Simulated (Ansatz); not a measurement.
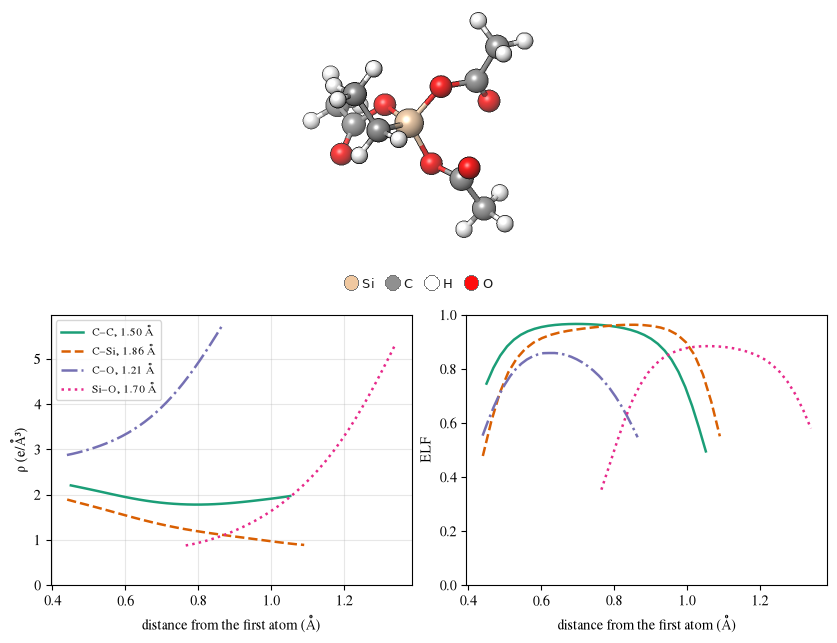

The picture shows: C8H14O6Si. Total electron density and electron localisation function along straight lines between neighbouring atoms. The curves leave out the atomic cores. The structure is drawn too.

Geometry: PBE-D4/def2-SVP; not at a stationary point (largest force 1.4 eV/Å).

These are results of Ansatz, RKS PBE0-D4/def2-TZVP, not measurements.

```csv
atom,x (Å),y (Å),z (Å)
Si,0.0381,0.0467,0.3585
C,-0.0856,-0.1916,2.1943
C,0.8034,-1.3199,2.7403
H,-1.1608,-0.3809,2.4026
H,0.1697,0.7839,2.6589
H,0.6666,-1.4424,3.8337
H,0.5670,-2.2927,2.2624
H,1.8797,-1.1141,2.5646
O,1.6384,0.2113,-0.2341
C,2.4296,1.2145,0.2405
C,3.7711,1.2451,-0.4444
O,2.0600,1.9799,1.1117
H,4.4082,2.0254,0.0061
H,3.6273,1.4500,-1.5245
H,4.2595,0.2536,-0.3698
O,-0.7662,1.4129,-0.2737
C,-2.1279,1.3899,-0.3146
C,-2.6866,2.4978,-1.1616
O,-2.7739,0.5307,0.2598
H,-3.7813,2.5592,-1.0373
H,-2.4420,2.2675,-2.2190
H,-2.2027,3.4623,-0.9150
O,-0.4553,-1.4066,-0.3746
C,-0.9694,-1.5515,-1.6326
C,-1.3665,-2.9820,-1.8950
O,-1.0927,-0.6290,-2.4116
H,-1.6972,-3.0963,-2.9416
H,-2.1909,-3.2610,-1.2071
H,-0.5197,-3.6627,-1.6768
```

> What can be read from the curves?

C–C (1.50 Å): the density is about 1.8 e/Å³ at the midpoint; the ELF peaks at about 0.95 between the atoms (a shared electron pair).
C–Si (1.86 Å): ρ at the midpoint is about 1 e/Å³; the ELF peaks at about 0.95 between the atoms: a covalent bond.
C–O (1.21 Å): ρ is about 3.4 e/Å³ halfway; the ELF peaks at about 0.85 between the atoms (a multiple bond).
Si–O (1.70 Å): ρ is about 1.1 e/Å³ halfway; the ELF peaks at about 0.90 between the atoms; a shared but strongly polarised pair.
